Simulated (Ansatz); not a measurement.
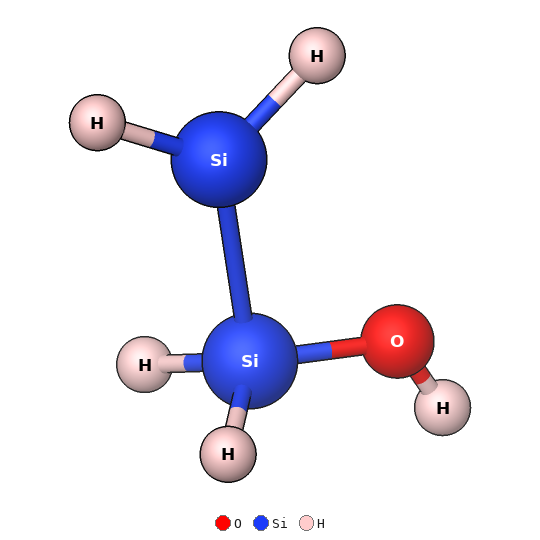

The species has charge +1 and is a spin singlet. The geometry was computed by an optimisation with PBE-D4/def2-SVP. No frequency run is at hand to confirm it as a minimum. Properties computed with RKS PBE-D4/def2-SVP (Ansatz 0.2.0).

What does the calculation give?

The species is H₅OSi₂⁺.
- dispersion correction: −12.3 kJ/mol
